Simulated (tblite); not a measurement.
# Run report: C3H3F2, geometry relaxation

System: C3H3F2, multiplicity 2.
Method: GFN2-xTB geometry optimisation, gas phase (tblite 0.8.0).

It belongs to a series of runs on one base structure; here: X = H replaced by CHF2.

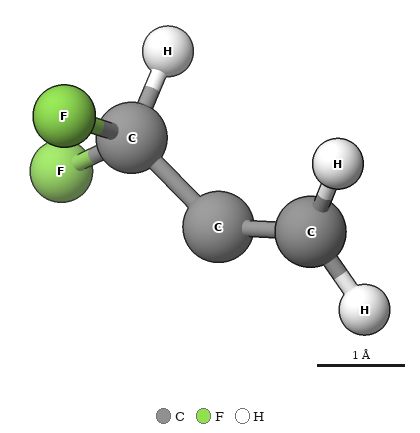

The starting structure (ball-and-stick view, seen at a tilt).

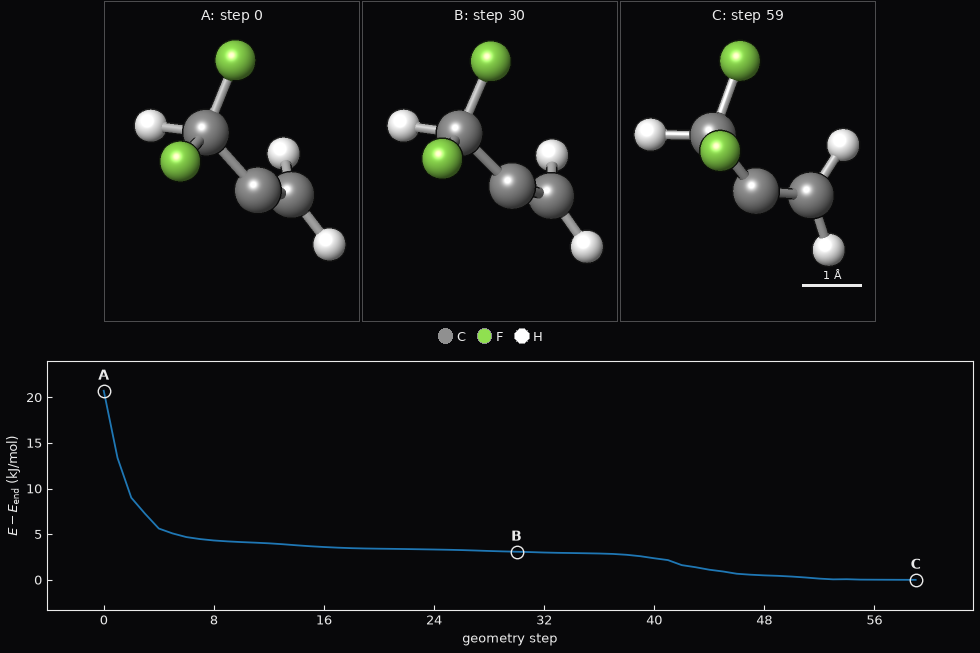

Frames of the relaxation (ball-and-stick view, seen at a tilt) above the curves, on which the letters mark them (steps are counted from 0).

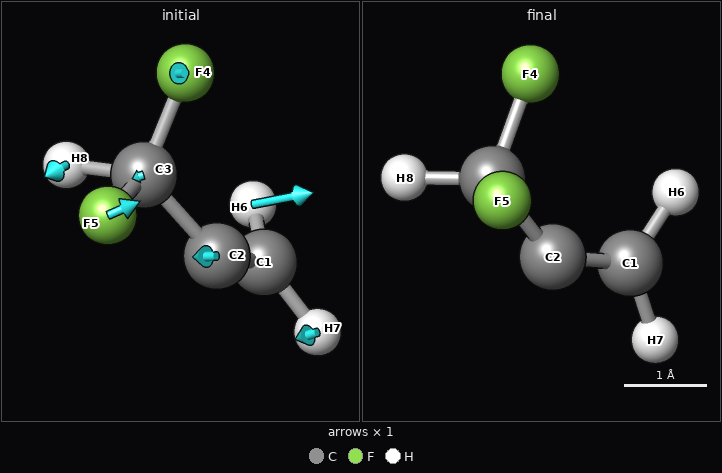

Before (left) and after (right) the relaxation, at one scale (ball-and-stick view, seen at a tilt). The teal arrows give the displacements, at true length. Over 59 geometry steps the energy falls by 20.7 kJ/mol. Largest force component: 1.7 eV/Å at the start, 0.008 eV/Å at the end. The largest move after the best rigid fit is that of H6, 0.89 Å. By element the largest moves are H 0.89 Å, F 0.46 Å, C 0.42 Å. Distances before and after: C3–F5 1.404 → 1.356 Å, C3–H8 1.128 → 1.104 Å, C1–C2 1.312 → 1.289 Å, C3–F4 1.357 → 1.378 Å. Among the angles that change: C1–C2–C3 130.5° → 142.0°, C2–C3–F5 106.3° → 111.9°, C2–C3–F4 116.7° → 112.1°. (Atoms are counted from 1 in the order of the input.)

The input that produced these results follows, with the program's output.

**Input**
```
{"job": {"kind": "relax", "xc": "GFN2-xTB", "basis": "xTB"}, "charge": 0, "multiplicity": 2}
C      1.448400     0.042700     0.012000
C      0.295200    -0.575500    -0.087400
C     -1.049900    -0.063200    -0.023200
F     -1.441200     0.478100     1.157700
F     -1.895700    -1.133300    -0.356900
H      1.570200     1.112100     0.145600
H      2.357700    -0.560000    -0.057700
H     -1.275700     0.708400    -0.814600
```

The first line tells a small driver script what to run in tblite; the rest is the geometry in Å.

Command:
```bash
OMP_NUM_THREADS=1 python <driver script> task.json out
```

**What the program printed**
```
step      E/eV     max force
  0    -470.12770    2.323
  1    -470.20391    2.026
  2    -470.24914    0.614
  3    -470.26732    0.525
  4    -470.28414    0.297
  5    -470.28970    0.258
  6    -470.29385    0.179
  7    -470.29612    0.140
  8    -470.29771    0.111
  9    -470.29875    0.113
 10    -470.29954    0.102
 11    -470.30019    0.092
 12    -470.30094    0.095
 13    -470.30196    0.106
 14    -470.30317    0.100
 15    -470.30425    0.124
 16    -470.30513    0.110
 17    -470.30588    0.076
 18    -470.30644    0.073
 19    -470.30681    0.056
 20    -470.30705    0.038
 21    -470.30724    0.043
 22    -470.30746    0.042
 23    -470.30771    0.059
 24    -470.30797    0.057
 25    -470.30826    0.055
 26    -470.30862    0.068
 27    -470.30911    0.073
 28    -470.30964    0.071
 29    -470.31010    0.067
 30    -470.31048    0.064
 31    -470.31090    0.064
 32    -470.31139    0.068
 33    -470.31174    0.065
 34    -470.31197    0.050
 35    -470.31223    0.049
 36    -470.31252    0.066
 37    -470.31300    0.076
 38    -470.31397    0.102
 39    -470.31560    0.159
 40    -470.31791    0.149
 41    -470.31999    0.368
 42    -470.32569    0.155
 43    -470.32807    0.284
 44    -470.33091    0.146
 45    -470.33291    0.246
 46    -470.33548    0.137
 47    -470.33658    0.079
 48    -470.33734    0.108
 49    -470.33787    0.106
 50    -470.33869    0.091
 51    -470.33975    0.089
 52    -470.34102    0.075
 53    -470.34186    0.043
 54    -470.34170    0.135
 55    -470.34216    0.045
 56    -470.34224    0.034
 57    -470.34231    0.024
 58    -470.34237    0.021
 59    -470.34240    0.010
```

**Trajectory as extended XYZ (Å, eV, eV/Å), 13 of the 60 frames kept, from step=0 to step=59**
```
8
Properties=species:S:1:pos:R:3:forces:R:3 step=0 energy=-470.12770
C     1.4484    0.0427    0.0120   -0.3200  -1.4430  -0.2050
C     0.2952   -0.5755   -0.0874    1.7280   1.4890   0.4420
C    -1.0499   -0.0632   -0.0232   -1.4300  -0.5330  -1.1140
F    -1.4412    0.4781    1.1577    0.0570  -0.4940  -0.1520
F    -1.8957   -1.1333   -0.3569   -0.0730   0.8340   0.6210
H     1.5702    1.1121    0.1456    0.0250  -0.0030  -0.0020
H     2.3577   -0.5600   -0.0577   -0.1970   0.4500   0.0810
H    -1.2757    0.7084   -0.8146    0.2090  -0.3000   0.3270
8
Properties=species:S:1:pos:R:3:forces:R:3 step=5 energy=-470.28970
C     1.4733    0.0282    0.0094    0.0650  -0.0870  -0.0060
C     0.3071   -0.5148   -0.0719    0.1080  -0.1320  -0.1430
C    -1.0842   -0.0857   -0.0655   -0.1100   0.0470   0.0530
F    -1.4448    0.4297    1.1417   -0.0880  -0.0120   0.1120
F    -1.9437   -1.1051   -0.3141   -0.0850   0.0210   0.0010
H     1.5875    1.1002    0.1451    0.2170   0.1370   0.0240
H     2.3849   -0.5472   -0.0504   -0.0230   0.0720   0.0580
H    -1.2711    0.7040   -0.8189   -0.0840  -0.0460  -0.1000
8
Properties=species:S:1:pos:R:3:forces:R:3 step=10 energy=-470.29954
C     1.4766    0.0309    0.0097   -0.0210  -0.0070  -0.0050
C     0.3095   -0.5130   -0.0914    0.0090   0.1000   0.0180
C    -1.0920   -0.0869   -0.0642    0.0060   0.0130  -0.0090
F    -1.4538    0.4204    1.1493    0.0530  -0.0010  -0.0430
F    -1.9619   -1.0980   -0.3084    0.0000  -0.0780   0.0000
H     1.6273    1.1038    0.1481    0.0240  -0.0090   0.0150
H     2.3911   -0.5396   -0.0391   -0.0280  -0.0390   0.0090
H    -1.2878    0.6919   -0.8286   -0.0430   0.0200   0.0150
8
Properties=species:S:1:pos:R:3:forces:R:3 step=15 energy=-470.30425
C     1.4803    0.0400    0.0108    0.0500   0.0180   0.0230
C     0.3055   -0.4779   -0.1064    0.0000  -0.0400  -0.0450
C    -1.1017   -0.0862   -0.0733    0.0170   0.0250  -0.0180
F    -1.4409    0.4197    1.1450   -0.0880  -0.0180   0.0280
F    -1.9545   -1.1216   -0.3036    0.0910   0.0580   0.0610
H     1.6727    1.1045    0.1595   -0.0290   0.0100   0.0140
H     2.3772   -0.5588   -0.0263    0.0050  -0.0510  -0.0230
H    -1.3296    0.6897   -0.8302   -0.0460  -0.0010  -0.0410
8
Properties=species:S:1:pos:R:3:forces:R:3 step=20 energy=-470.30705
C     1.4875    0.0429    0.0145    0.0020  -0.0200  -0.0090
C     0.3069   -0.4576   -0.1214   -0.0020   0.0240   0.0070
C    -1.1017   -0.0770   -0.0782   -0.0270  -0.0020   0.0120
F    -1.4490    0.4183    1.1436   -0.0090   0.0360   0.0020
F    -1.9337   -1.1310   -0.2910   -0.0090  -0.0350  -0.0100
H     1.6903    1.1042    0.1706    0.0080  -0.0140   0.0270
H     2.3696   -0.5786   -0.0255    0.0250   0.0150  -0.0250
H    -1.3608    0.6883   -0.8371    0.0130  -0.0040  -0.0040
8
Properties=species:S:1:pos:R:3:forces:R:3 step=25 energy=-470.30826
C     1.4928    0.0398    0.0137   -0.0110   0.0280   0.0090
C     0.3043   -0.4399   -0.1258    0.0080  -0.0300   0.0300
C    -1.1078   -0.0732   -0.0774    0.0360  -0.0040  -0.0150
F    -1.4617    0.4304    1.1404    0.0050  -0.0130  -0.0400
F    -1.9235   -1.1437   -0.2838   -0.0080   0.0270   0.0250
H     1.7041    1.0963    0.1907    0.0200   0.0050   0.0300
H     2.3748   -0.5828   -0.0394   -0.0410   0.0040  -0.0370
H    -1.3740    0.6826   -0.8430   -0.0090  -0.0150  -0.0020
8
Properties=species:S:1:pos:R:3:forces:R:3 step=30 energy=-470.31048
C     1.4981    0.0443    0.0164    0.0010   0.0050   0.0180
C     0.3045   -0.4215   -0.1204   -0.0090   0.0300  -0.0490
C    -1.1105   -0.0712   -0.0803   -0.0230  -0.0070   0.0080
F    -1.4830    0.4539    1.1222    0.0330   0.0090   0.0440
F    -1.9113   -1.1583   -0.2618   -0.0070  -0.0040   0.0050
H     1.7354    1.0849    0.2459   -0.0270   0.0080   0.0190
H     2.3695   -0.5866   -0.0874   -0.0110  -0.0150  -0.0070
H    -1.3936    0.6639   -0.8591    0.0440  -0.0260  -0.0390
8
Properties=species:S:1:pos:R:3:forces:R:3 step=34 energy=-470.31197
C     1.5023    0.0494    0.0231   -0.0080  -0.0050  -0.0180
C     0.3026   -0.3924   -0.1301   -0.0100  -0.0400  -0.0280
C    -1.1154   -0.0691   -0.0816    0.0020   0.0060  -0.0160
F    -1.4919    0.4751    1.1129    0.0260   0.0060  -0.0090
F    -1.9004   -1.1725   -0.2381    0.0020  -0.0040   0.0300
H     1.7578    1.0733    0.3014   -0.0130  -0.0030   0.0300
H     2.3581   -0.5934   -0.1305    0.0180   0.0180   0.0170
H    -1.4040    0.6389   -0.8816   -0.0180   0.0220  -0.0050
8
Properties=species:S:1:pos:R:3:forces:R:3 step=39 energy=-470.31560
C     1.4907    0.0480    0.0188    0.0460   0.0150   0.0750
C     0.3015   -0.4108   -0.1694    0.0850   0.0790   0.0070
C    -1.1129   -0.0707   -0.0946    0.0230  -0.0480   0.0080
F    -1.4523    0.5033    1.0995    0.0300   0.0460  -0.0500
F    -1.9061   -1.1732   -0.1930   -0.0250   0.0620  -0.0490
H     1.7278    1.0569    0.3770   -0.0710  -0.1350  -0.0460
H     2.3601   -0.5710   -0.1566    0.0080   0.0430  -0.0090
H    -1.3998    0.6269   -0.9063   -0.0960  -0.0620   0.0640
8
Properties=species:S:1:pos:R:3:forces:R:3 step=44 energy=-470.33091
C     1.4904    0.0373    0.0335    0.0470  -0.0910   0.0040
C     0.3108   -0.3664   -0.2903   -0.0970  -0.0410   0.0790
C    -1.1079   -0.0683   -0.1307    0.0230   0.0990  -0.0440
F    -1.3765    0.6330    1.0206    0.0590  -0.0400   0.0490
F    -1.8705   -1.1876   -0.0554    0.0260  -0.0280   0.0220
H     1.6797    0.9268    0.6383    0.0500  -0.0420  -0.0170
H     2.3746   -0.5072   -0.2767   -0.0520   0.1340   0.0270
H    -1.4917    0.5419   -0.9638   -0.0560   0.0090  -0.1200
8
Properties=species:S:1:pos:R:3:forces:R:3 step=49 energy=-470.33787
C     1.4823    0.0225    0.0446    0.0140   0.0490  -0.0040
C     0.3098   -0.3537   -0.3367    0.0190   0.0000  -0.0120
C    -1.1064   -0.0586   -0.1505   -0.0240  -0.0170  -0.0150
F    -1.3237    0.6870    0.9854   -0.0390   0.0060  -0.0200
F    -1.8501   -1.1834    0.0087    0.0350   0.0060   0.0310
H     1.6525    0.8449    0.7475    0.0090  -0.0950  -0.0470
H     2.3839   -0.4488   -0.3233   -0.0530   0.0360   0.0380
H    -1.5393    0.4995   -1.0002    0.0390   0.0160   0.0290
8
Properties=species:S:1:pos:R:3:forces:R:3 step=54 energy=-470.34170
C     1.4804    0.0149    0.0505   -0.0060   0.0460   0.0060
C     0.3094   -0.2961   -0.3920    0.0560   0.0400   0.0460
C    -1.1096   -0.0469   -0.1676   -0.0240  -0.0030   0.0270
F    -1.3272    0.7736    0.9206    0.0080  -0.0280  -0.0360
F    -1.7851   -1.1923    0.1063    0.0190   0.0600  -0.0250
H     1.6547    0.6955    0.8919   -0.0320  -0.0900  -0.0950
H     2.3821   -0.3766   -0.4005   -0.0300   0.0140   0.0400
H    -1.5957    0.4373   -1.0338    0.0090  -0.0390   0.0360
8
Properties=species:S:1:pos:R:3:forces:R:3 step=59 energy=-470.34240
C     1.4802    0.0154    0.0484   -0.0080   0.0060   0.0010
C     0.3102   -0.2921   -0.3967    0.0010  -0.0010   0.0030
C    -1.1086   -0.0453   -0.1676   -0.0030  -0.0040  -0.0050
F    -1.3233    0.7777    0.9170   -0.0010  -0.0010   0.0030
F    -1.7818   -1.1896    0.1102    0.0070   0.0070   0.0000
H     1.6479    0.6824    0.8967   -0.0010  -0.0040  -0.0030
H     2.3836   -0.3711   -0.3992    0.0050  -0.0030   0.0000
H    -1.5992    0.4320   -1.0333    0.0000   0.0000   0.0010
```

**Summary**

```csv
quantity,value
outcome,converged
total energy,−470.3424 eV
hardware,"1 CPU thread, shared host"
peak memory,0.18 GiB
```
